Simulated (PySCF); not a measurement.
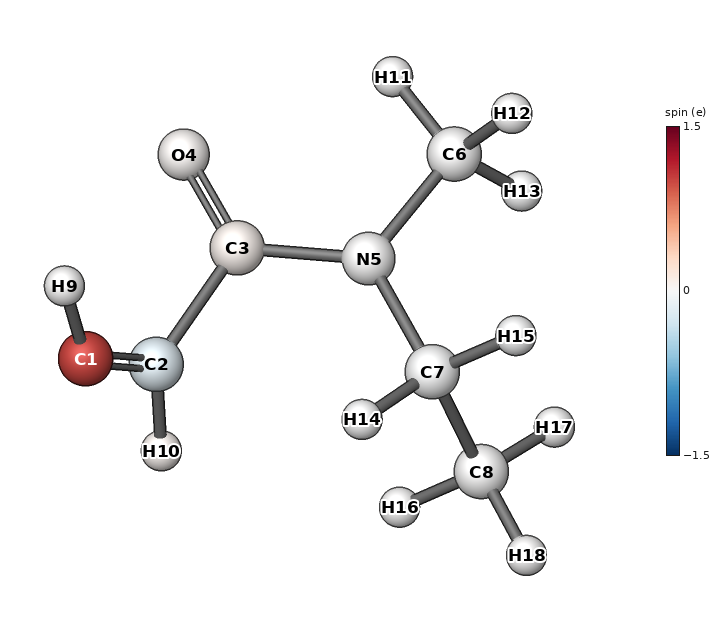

Atoms are coloured by their Mulliken spin populations. State: neutral, doublet. The geometry was computed by an optimisation with GFN2-xTB. No frequency run is at hand to confirm it as a minimum. Properties computed with UKS B3LYP, pcH-1 on C H N O, non-relativistic (PySCF 2.14.0).

### Which atom carries the largest spin population?

C1 (1.01 e).

### Which atom has the lowest spin population?

C2 (−0.17 e); a negative value comes from spin polarisation.

Give the Mulliken spin populations atom by atom.

```json
{"atom": "C1", "value (e)": "1.01"}
{"atom": "C2", "value (e)": "−0.17"}
{"atom": "C3", "value (e)": "0.06"}
{"atom": "O4", "value (e)": "0.03"}
{"atom": "N5", "value (e)": "0.00"}
{"atom": "C6", "value (e)": "0.01"}
{"atom": "C7", "value (e)": "0.00"}
{"atom": "C8", "value (e)": "0.00"}
{"atom": "H9", "value (e)": "0.01"}
{"atom": "H10", "value (e)": "0.05"}
{"atom": "H11", "value (e)": "0.00"}
{"atom": "H12", "value (e)": "0.00"}
{"atom": "H13", "value (e)": "0.00"}
{"atom": "H14", "value (e)": "0.00"}
{"atom": "H15", "value (e)": "0.00"}
{"atom": "H16", "value (e)": "0.00"}
{"atom": "H17", "value (e)": "0.00"}
{"atom": "H18", "value (e)": "0.00"}
```

Mulliken values depend strongly on the basis set.
